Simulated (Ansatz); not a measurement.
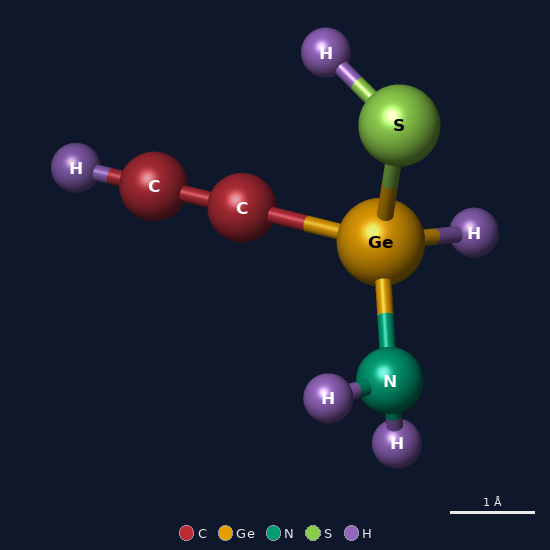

Ball-and-stick drawing of a structure.

> What is the molecular formula?

C₂H₅GeNS, 10 atoms: 2 carbon, 5 hydrogen, 1 germanium, 1 nitrogen and 1 sulfur.

> Write the SMILES.

C#[C][Ge@H]([NH2])[SH]

The parts below concern this one geometry. Atoms keep their numbers from picture to picture. Computed geometry: PBE0-D4/def2-TZVP optimisation. No frequency run is at hand to confirm it as a minimum.

## Geometry

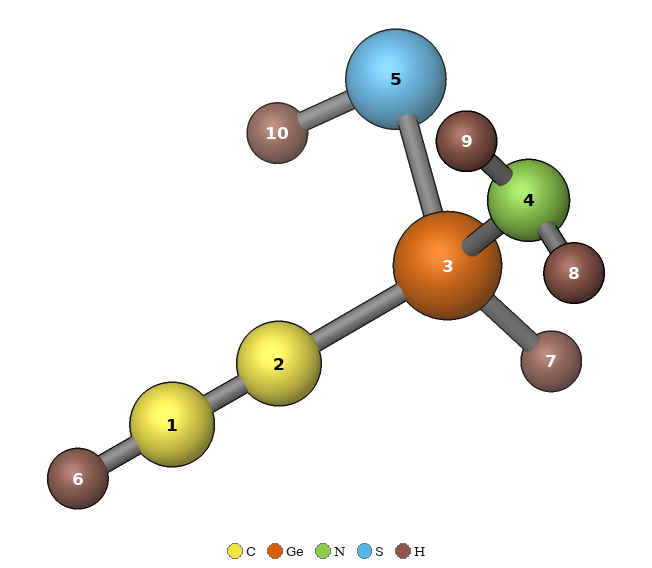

Atoms carry their numbers in the input. No frequency run is at hand to confirm it as a minimum.

List the bonds and their lengths.

| bond | length (Å) |
| --- | --- |
| C1–C2 | 1.206 |
| C1–H6 | 1.066 |
| C2–Ge3 | 1.910 |
| Ge3–N4 | 1.824 |
| Ge3–S5 | 2.216 |
| Ge3–H7 | 1.533 |
| N4–H8 | 1.011 |
| N4–H9 | 1.011 |
| S5–H10 | 1.343 |

## Electronic properties

No frequency run is at hand to confirm it as a minimum. Properties computed with RKS PBE0-D4/def2-TZVPP (Ansatz 0.2.0).

> What is the dispersion correction?

−20.5 kJ/mol.

> What is the HOMO energy (Kohn–Sham orbital)?

−7.40 eV.

> Give the LUMO energy (Kohn–Sham orbital) at this level.

−0.38 eV.

## Dipole moment

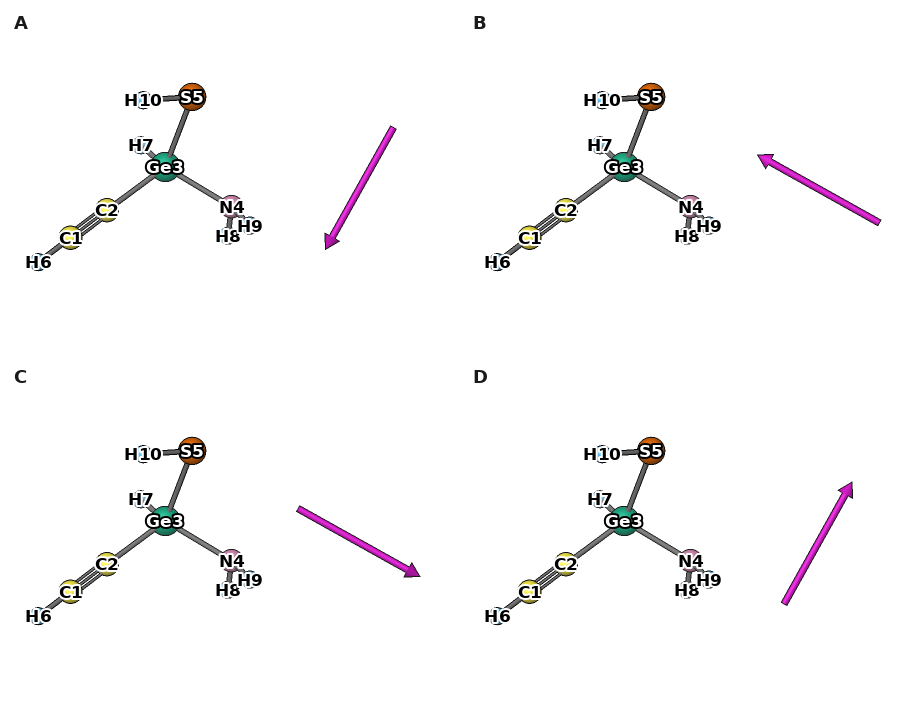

The same molecule four times, each with an arrow. No frequency run is at hand to confirm it as a minimum. Level of theory: RKS PBE0-D4/def2-TZVP (Ansatz 0.2.0).

> Which arrow points along the dipole moment, from the negative to the positive end?

A. The dipole moment is 2.28 D; it points from the side of S5 to the side of H6 (the outermost atoms at the two ends).

## Charges

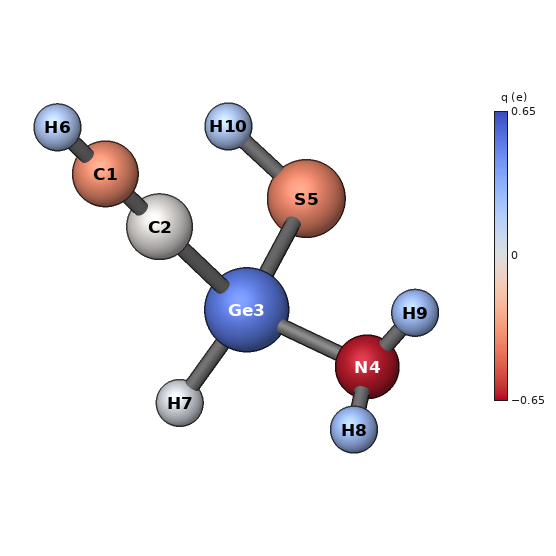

Atoms are coloured by their Mulliken charges. No frequency run is at hand to confirm it as a minimum. Level of theory: RKS PBE0-D4/def2-TZVP (Ansatz 0.2.0).

List the Mulliken charges.

```
atom  value (e)
  C1      −0.36
  C2      −0.01
 Ge3       0.50
  N4      −0.62
  S5      −0.38
  H6       0.18
  H7       0.03
  H8       0.24
  H9       0.24
 H10       0.18
```

Mulliken values depend strongly on the basis set and can even reverse the polarity of a bond.
